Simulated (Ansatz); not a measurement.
# Localised basis functions on twisted Ti3C2O2 MXene bilayer, 52.66° (854 atoms)

Aim: test how closely localised support functions follow the reference on twisted Ti3C2O2 MXene bilayer, 52.66° (854 atoms), and at what cost. A setting counts as converged where the r.m.s. difference of forces stays under 1 % of the r.m.s. force.

Calculated with Ansatz 0.2.0; Kohn-Sham DFT, LDA, PAW (set soft_2), plane waves.

## Step 1: Starting point

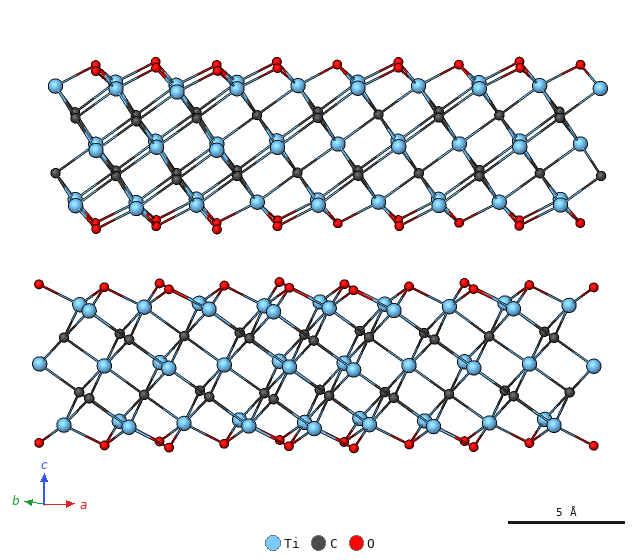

The cell as given, in part (titanium blue, carbon dark grey, oxygen red). Drawn is a slice 5 Å thick, seen along the normal of the ac plane.

The cell holds 854 atoms: 366 Ti, 244 C and 244 O. Its edges and angles: a = 23.743 Å, b = 23.743 Å, c = 28.520 Å, α = 90.0°, β = 90.0°, γ = 120.0°. It derives from Ti3C2O2 (Ti3C2O2 MXene). Ti3C2O2 MXene (a = 3.04 Å) under Ti3C2O2 MXene (a = 3.04 Å), bilayer, commensurate cell of 61 unit cells a layer, twist 52.66 deg; facing planes 2.72 Å apart; 12 Å of vacuum; layers as built, displaced by a Gaussian of 0.01 Å. Regions: layer 1, 427 atoms (183 Ti, 122 C and 122 O); layer 2, 427 atoms (183 Ti, 122 C and 122 O). Vacuum lies along c.

What the set-up can't give: The functional has no dispersion term, which matters for the binding between molecules or layers, where LDA binds through overlap of densities alone. Beside vacuum, support functions can miss their usual error bounds without a warning. The main run has no spin polarisation, so moments on Ti can't form in it, and no Hubbard term. Sampling is at Γ alone, for a cell whose shortest periodic width is 21 Å.

## Step 2: Plane-wave single point

The first run fixes the reference, at a cutoff of 420 eV.

input.yaml reads:

```yaml
crystal:
  lattice:
    - [23.7432, 0.0, 0.0]
    - [-11.8716, 20.56221, 0.0]
    - [0.0, 0.0, 28.52]
  atoms:
    - { symbol: Ti, position: [0.01647, 0.78689, 0.33138] }
    - { symbol: C, position: [0.08784, 0.86408, 0.37643] }
    - { symbol: C, position: [0.09331, 0.79295, 0.287] }
    - { symbol: Ti, position: [0.09293, 0.7921, 0.42089] }
    - { symbol: Ti, position: [0.08841, 0.86407, 0.24133] }
    - { symbol: O, position: [0.0158, 0.78655, 0.45252] }
    - { symbol: O, position: [0.01731, 0.78747, 0.21074] }
    - { symbol: Ti, position: [0.082, 0.93443, 0.33111] }
    - { symbol: C, position: [0.15327, 0.01024, 0.3751] }
    - { symbol: C, position: [0.15856, 0.9405, 0.28708] }
    - { symbol: Ti, position: [0.15899, 0.94035, 0.42108] }
    - { symbol: Ti, position: [0.15279, 0.01133, 0.24159] }
    - { symbol: O, position: [0.08198, 0.93557, 0.45236] }
    - { symbol: O, position: [0.08205, 0.93486, 0.2106] }
    - { symbol: Ti, position: [0.03277, 0.57345, 0.33111] }
    - { symbol: C, position: [0.10352, 0.64959, 0.37638] }
    - { symbol: C, position: [0.10874, 0.5795, 0.28711] }
    - { symbol: Ti, position: [0.10967, 0.57934, 0.42101] }
    - { symbol: Ti, position: [0.10446, 0.65072, 0.24148] }
    - { symbol: O, position: [0.03205, 0.57436, 0.45277] }
    - { symbol: O, position: [0.03172, 0.57328, 0.21035] }
    - { symbol: Ti, position: [0.0982, 0.72138, 0.33136] }
    - { symbol: C, position: [0.16967, 0.79845, 0.37569] }
    - { symbol: C, position: [0.17612, 0.72737, 0.2859] }
    - { symbol: Ti, position: [0.17537, 0.72734, 0.41998] }
    - { symbol: Ti, position: [0.16841, 0.79703, 0.24209] }
    - { symbol: O, position: [0.09713, 0.72035, 0.45238] }
    - { symbol: O, position: [0.09835, 0.72081, 0.21027] }
    - { symbol: Ti, position: [0.164, 0.86937, 0.33153] }
    - { symbol: C, position: [0.23529, 0.94541, 0.37596] }
    - { symbol: C, position: [0.24072, 0.87504, 0.28702] }
    - { symbol: Ti, position: [0.23995, 0.87452, 0.42066] }
    [... 816 atom lines left out ...]
    - { symbol: C, position: [0.35424, 0.83398, 0.71289] }
    - { symbol: C, position: [0.35974, 0.91021, 0.62427] }
    - { symbol: Ti, position: [0.35902, 0.91021, 0.75814] }
    - { symbol: Ti, position: [0.35407, 0.83419, 0.57903] }
    - { symbol: O, position: [0.43059, 0.90539, 0.78953] }
    - { symbol: O, position: [0.43009, 0.90462, 0.54839] }
kpoints:
  mp_grid: { grid: [1, 1, 1] }
hamiltonian:
  xc: lda
scf:
  occupations: { method: gaussian, width: 0.05 }
output:
  forces: true
  populations: true
  dos:
    method: { smearing: { sigma: 0.15 } }
    de: 0.1
    projected: { site_lists: { C: [C], O: [O], Ti: [Ti] } }
  eigenvalues: true
```

The run is started by

```
ansatz run input.yaml --threads 32 --pin off --max-ram 143360MiB --backend cuda --events-out ev --progress --plain --runs-dir out
```

Output:

```text
Engine: ansatz 0.2.0, aarch64-unknown-linux-gnu
Pseudopotentials: kind: paw
Pseudopotential: Ti, paw, valence charge 12, recommended cutoff 420 eV (normal), Ti.paw.azcp
Pseudopotential: C, paw, valence charge 4, recommended cutoff 420 eV (normal), C.paw.azcp
Pseudopotential: O, paw, valence charge 6, recommended cutoff 420 eV (normal), O.paw.azcp
[... 3 lines on functional and potentials left out ...]
device memory: the entry about to start is reckoned to put 119.7 GiB on a device that reports 182.5 GiB free
GPU FFT provider: cuFFT
GPU libraries: cuBLAS 13.8.1, cuFFT 12.4.0, cuSOLVER 12.3.2
GPU matrix products: emulated (plane waves: as basis.precision tells), large ones in fixed point in workspaces of 1.00 GiB
Crystal: 854 atoms, lattice volume = 13923.825 Å³
Basis set: ecut = 420 eV, 272201 PW (Γ)
Bands: 4270, of which v1, the nominal top of the filled ones, is band 3416 counted from 1 (3415 counted from 0)
Symmetry: 1 space group operations
Space group: P1 (ITA 1), of the structure as read, at distance tolerance 2.4e-4 Å
k-points: 1
[... 10 lines on functional and potentials left out ...]
Initial density: superposition of atomic densities (neutral atoms: chi_scale 0, normalization atom), corrected by the library's trained network
Initial wavefunctions: pseudopotential atomic-orbital guess
GPU buffer pool allocated for 4915200 grid points (all kernels)
GPU transforms: local potential and band sums: pruned to the plane-wave sphere, on 160×160×192
GPU projectors: on the FFT box's points about the atoms, with room for 6484056 of them (16 bands a pass); a geometry past the room, sums that fail their trial, or a want of GPU memory keeps the tables, and a block in half precision can take them where they are the faster
Functional: x = slater, c = lda
SCF iter   1: F=—  HF=-1092468.511800 eV  |F-HF|=—  |Δ(HF+E_count)|=         —  Δρ=1.28e-2  dr2=4.48e1  ethr=1.77e-3  ⟨swp⟩=6.0  Hψ=17911  notcnv=0  defer=294
preconditioner: auto → LDOS  [metal: Δε(μ)=0.025 eV  Ē_g=7.982 eV  σ=0.050 eV  W_gap=0.27  n_scr=3326 (ndim 8)  ℏωp=19.7 eV  f_vac=0.360  D(μ)=200.64/eV (n_scr^D=986)  β→1.0]
SCF iter   2: F=—  HF=-1092470.172874 eV  |F-HF|=—  |Δ(HF+E_count)|=    1.66e0  Δρ=1.61e-2  dr2=4.95e1  ethr=6.55e-4  ⟨swp⟩=3.0  Hψ=6927  notcnv=0  defer=794
SCF iter   3: F=—  HF=-1092462.635149 eV  |F-HF|=—  |Δ(HF+E_count)|=    7.54e0  Δρ=1.41e-3  dr2=3.91e-1  ethr=6.55e-4  ⟨swp⟩=2.0  Hψ=5487  notcnv=0  defer=794
SCF iter   4: F=—  HF=-1092462.577320 eV  |F-HF|=—  |Δ(HF+E_count)|=   5.78e-2  Δρ=7.06e-4  dr2=1.33e-1  ethr=5.72e-6  ⟨swp⟩=3.0  Hψ=7407  notcnv=0  defer=794
SCF iter   5: F=—  HF=-1092462.495069 eV  |F-HF|=—  |Δ(HF+E_count)|=   8.23e-2  Δρ=1.68e-4  dr2=1.24e-2  ethr=1.94e-6  ⟨swp⟩=2.0  Hψ=5087  notcnv=0  defer=794
SCF iter   6: F=—  HF=-1092462.533082 eV  |F-HF|=—  |Δ(HF+E_count)|=   3.80e-2  Δρ=7.91e-5  dr2=2.18e-3  ethr=1.82e-7  ⟨swp⟩=3.0  Hψ=5009  notcnv=0  defer=794
SCF iter   7: F=—  HF=-1092462.496691 eV  |F-HF|=—  |Δ(HF+E_count)|=   3.64e-2  Δρ=3.41e-5  dr2=3.54e-4  ethr=3.19e-8  ⟨swp⟩=3.0  Hψ=5642  notcnv=0  defer=794
SCF iter   8: F=—  HF=-1092462.542671 eV  |F-HF|=—  |Δ(HF+E_count)|=   4.60e-2  Δρ=8.93e-6  dr2=3.53e-5  ethr=5.18e-9  ⟨swp⟩=2.0  Hψ=6141  notcnv=0  defer=794
SCF iter   9: F=—  HF=-1092462.542679 eV  |F-HF|=—  |Δ(HF+E_count)|=   8.49e-6  Δρ=3.68e-6  dr2=5.85e-6  ethr=5.17e-10  ⟨swp⟩=3.0  Hψ=6641  notcnv=0  defer=794
SCF iter  10: F=—  HF=-1092462.542680 eV  |F-HF|=—  |Δ(HF+E_count)|=   1.63e-7  Δρ=1.41e-6  dr2=1.17e-6  ethr=8.57e-11  ⟨swp⟩=2.0  Hψ=5279  notcnv=0  defer=794
SCF iter  11: F=—  HF=-1092462.542680 eV  |F-HF|=—  |Δ(HF+E_count)|=   1.92e-7  Δρ=6.90e-7  dr2=3.06e-7  ethr=1.71e-11  ⟨swp⟩=3.0  Hψ=5439  notcnv=0  defer=794
SCF iter  12: F=-1092462.542680 eV  HF=-1092462.542680 eV  |F-HF|=3.86e-8  |Δ(HF+E_count)|=   7.73e-8  Δρ=2.70e-7  dr2=4.26e-8  ethr=1.46e-12  ⟨swp⟩=13.0  Hψ=18541  notcnv=0
SCF 1 converged in 12 iterations: F = -1092462.542680 eV  dr2 = 4.26e-8
  greatest PAW one-centre occupation: 0.999 electrons in one spin orbital (limit 2), on the Ti atom at site 388 (counted from 0), in its partial waves of l = 0
SCF converged after 12 iterations
Free energy (F): -1092462.542680 eV
Harris-Foulkes:  -1092462.542680 eV  (|F-HF|=3.86e-8)
Internal energy: -1092462.279113 eV  (E = F + TS)
E sigma→0 (E₀):  -1092462.410896 eV
Entropy (-TS):   -0.263567 eV (-0.309 meV/atom)
Fermi energy:    5.619760 eV
--- Per-component energies (eV) ---
  E_band       = -99818.558741
  E_kinetic    = 163830.856207
  E_local      = -5425869.894192  (includes V_loc(G=0)·N_el)
  E_nonlocal   = 21968.480822
  E_hartree    = 2647534.109382
  E_xc         = -65176.318362
  E_vxc        = -82354.387179  (∫ρ·V_xc dr)
  E_paw        = -423118.842726  (= ΣΔE_a)
  E_vpaw       = -72462.340830  (= ΣTr[D̂ρ^β])
  E_aug_tail   = 0.660823  (compensation charges beyond the density's cutoff)
  E_ewald      = 1988210.391140
  E_core_change = 158.277794  (= ΣΔE_core)
  E_smearing   = -0.263567  (= −TS)
  E_closure    = 0.000000  (closes the sum)
  Σ components = -1092462.542680   (vs F -1092462.542680, Δ=0.00e0)
--- Forces (eV/Å), atoms counted from 1 ---
[... 854 lines of forces left out ...]
  max |Σ_I F_I| component: 2.91e-3 eV/Å
--- Band table (eV) ---
[... left out ...]
--- Löwdin populations: 854 sites ---
  site symbol       q [e]
[... 854 lines, one an atom, left out ...]
  spilling = 0.003415 (of n_electrons = 6832.000000)
```

It took 41 s on 1 × NVIDIA GB200 with 32 threads of Arm Neoverse V2, shared host; peak memory 14 GiB.

The column dr2 measures how far the density is from self-consistency, as an energy; F and HF (Harris–Foulkes) agree once it is small.

That memory is the host's; the program planned up to 120 GiB on the GPU. Forces of this run were stored rounded, and per-atom blocks of the log weren't kept.

Read from the output:

```
free energy                             : -1092462.5427 eV
free energy per atom                    : -1279.2301 eV/atom
SCF cycles                              : 12
r.m.s. force component                  : 0.3228 eV/Å
longest force                           : 1.092 eV/Å
Fermi energy                            : 5.62 eV
levels partly filled by over 2 per cent : 13
spilling of the projection              : 0.003415
```

Length of the force by element:

```
element  coordination  atoms  mean length of the force (eV/Å)  spread   least   most
      C           all    244                            0.616   0.171   0.186   1.09
      O           all    244                             0.59   0.141   0.213  0.961
     Ti           all    366                            0.424   0.179  0.0441   1.02
```

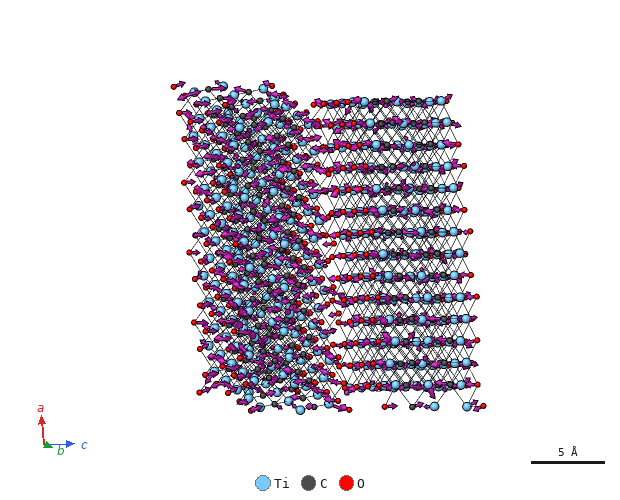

Forces as arrows; the longest in the cell is 1.09 eV/Å. Bonds to atoms that aren't drawn are left out. Some periodic images of atoms are drawn too.

Löwdin charges by element (they lack the spilled electrons, 0.027 e an atom on average):

```
element  coordination  atoms  mean charge (e)  spread   least    most
      C           all    244           -0.819  0.0021  -0.824  -0.812
      O           all    244           -0.579  0.0046  -0.594  -0.569
     Ti           all    366            0.995   0.116   0.825    1.09
```

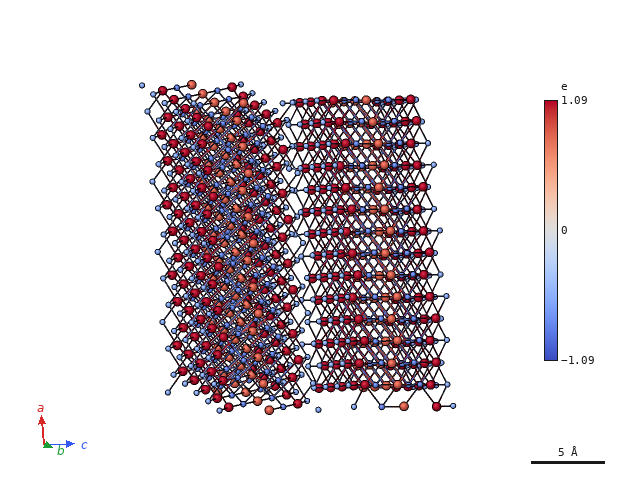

Atoms coloured by Löwdin charge. Bonds to atoms that aren't drawn are left out. Some periodic images of atoms are drawn too.

By region:

```
 region  atoms  mean length of the force (eV/Å)
layer 1    427                            0.535
layer 2    427                            0.518
```

Density of states as counts of states in windows of 1 eV (from the Fermi level), total and some projections:

```
from (eV)  to (eV)  total   Ti d    O p    C p    C s
      -10       -9  348.7   71.5    3.6    4.4  230.8
       -9       -8    0.7    0.1    0.0    0.0    0.5
       -8       -7    0.0    0.0    0.0    0.0    0.0
       -7       -6   19.7    5.2    7.5    4.0    0.3
       -6       -5  465.8  115.6  258.1   51.3    4.7
       -5       -4  923.6  216.6  532.0  124.6    9.6
       -4       -3  418.7  118.9  147.4  129.1    3.5
       -3       -2  596.7  217.2  110.9  244.1    6.0
       -2       -1  382.7  121.4   71.1  178.7    1.6
       -1        0  121.9   47.6   20.0   50.5    0.7
        0        1  198.8  145.1   25.5   23.9    0.9
        1        2  550.0  466.0   37.0   34.5    3.6
```

Between -26 and -10 eV lie 626 more states.

About 2927 of the 6832 electrons lie in deeper levels, below the stored range.

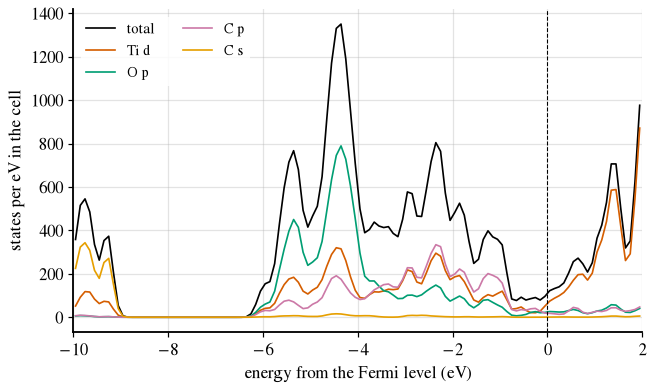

Total and projected density of states, with the broadening of the input.

Not all projections were asked for or kept, so they needn't add up to the total.

The levels nearest the highest filled one (over half full), pooled over k-points and spins:

```
level less the highest filled one (eV)  occupation
                               -0.0214        1.51
                               -0.0193        1.48
                               -0.0143        1.38
                               -0.0078        1.24
                               -0.0019        1.11
                                     0        1.07
                                0.0165       0.707
                                0.0323        0.41
                                0.0375       0.332
                                0.0405       0.292
                                0.0494       0.191
                                 0.052       0.167
```

Mean Löwdin charges: C -0.82, O -0.58, Ti +1.00 e (they miss 0.34 % of the electrons, so they add up to more than the cell's charge).

## Step 3: Distances and neighbours

Bonds and neighbours are counted at the geometry of the runs.

Normalised to the volume that the atoms fill. g(r), total and by pair (bins of 0.2 Å):

```
r (Å)  total  Ti-Ti   Ti-C  Ti-O    C-C   C-O   O-O
 1.90   1.80   0.00   0.00  7.40   0.00  0.00  0.00
 2.10   3.08   0.00  12.35  0.21   0.00  0.00  0.00
 2.30   0.04   0.00   0.17  0.00   0.00  0.00  0.00
 2.50   0.00   0.00   0.00  0.00   0.00  0.00  0.00
 2.70   0.52   0.00   0.00  0.00   0.00  3.12  0.14
 2.90   0.45   0.00   0.00  0.00   0.01  2.55  0.45
 3.10   3.91  10.53   0.00  0.00  14.28  0.00  9.97
 3.30   0.03   0.00   0.00  0.00   0.00  0.00  0.32
 3.50   0.25   0.00   0.00  0.93   0.00  0.00  0.33
 3.70   1.65   0.00   4.30  2.33   0.00  0.00  0.33
 3.90   0.23   0.00   0.62  0.20   0.00  0.00  0.30
 4.10   0.49   0.00   0.00  0.18   0.00  2.60  0.30
 4.30   0.64   2.10   0.00  0.18   2.36  0.00  0.26
 4.50   0.45   0.04   0.00  1.72   0.00  0.00  0.25
 4.70   1.19   0.11   0.64  4.06   0.00  0.00  0.26
 4.90   1.80   0.10   6.95  0.16   0.00  0.13  0.25
 5.10   0.95   0.11   0.00  0.15   0.00  5.34  0.23
 5.30   1.89   5.53   0.00  0.15   6.38  0.22  3.40
 5.50   0.14   0.28   0.00  0.14   0.00  0.21  0.22
 5.70   0.09   0.09   0.00  0.12   0.00  0.20  0.19
 5.90   0.34   0.08   0.13  0.14   0.00  1.48  0.20
 6.10   0.89   2.07   0.13  0.15   2.40  0.18  2.60
 6.30   0.98   0.21   0.12  3.54   0.00  0.19  0.18
 6.50   1.30   0.09   4.36  0.64   0.00  0.31  0.18
 6.70   0.80   0.14   0.12  0.23   0.19  4.04  0.19
 6.90   1.13   2.53   0.11  1.75   1.72  0.17  0.46
 7.10   0.92   0.17   2.34  1.10   0.09  0.17  0.16
 7.30   0.32   0.21   0.18  0.21   0.16  0.96  0.18
```

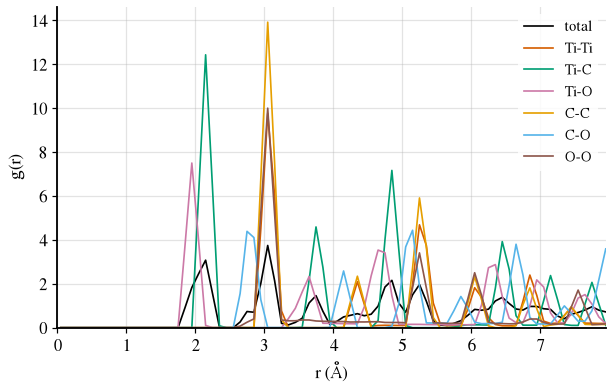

Pair distribution functions, lightly smoothed.

Bonds by pair of elements; cutoffs follow the first minimum of g(r), held within bounds set by covalent radii, and pairs that aren't listed don't count as bonded:

```
pair A-B  cutoff (Å)  bonds  mean length (Å)  spread (Å)  shortest (Å)  B about A  A about B
    Ti-C        2.64   1464             2.17       0.014          2.12          4          6
    Ti-O        2.64    732             1.97       0.014          1.93          2          3
```

How many atoms have how many bonded neighbours:

```
element  mean    3    6
      C     6    0  244
      O     3  244    0
     Ti     6    0  366
```

Bond angles (no mean is given where the spread exceeds 20°):

```
  angle  count  mean (°)  spread (°)
Ti-C-Ti   3660         -           -
 C-Ti-C   2562         -           -
 C-Ti-O   2196         -           -
 O-Ti-O    732       101         0.6
Ti-O-Ti    732       101         0.6
```

Counting bonds as in the table, all C atoms have 6, all O atoms have 3 and all Ti atoms have 6 bonded neighbours.

(Continued in part 2 of 2.)

[Logs are printed without paths, hosts, clocks, repeated set-up lines and the standing remarks that a program may print on its own settings, such as how far it seeks lower states.]

[Hosts, paths, dates, database ids (printed as entryN), source tags and the programs' standing remarks are cut or masked in the printed files.]
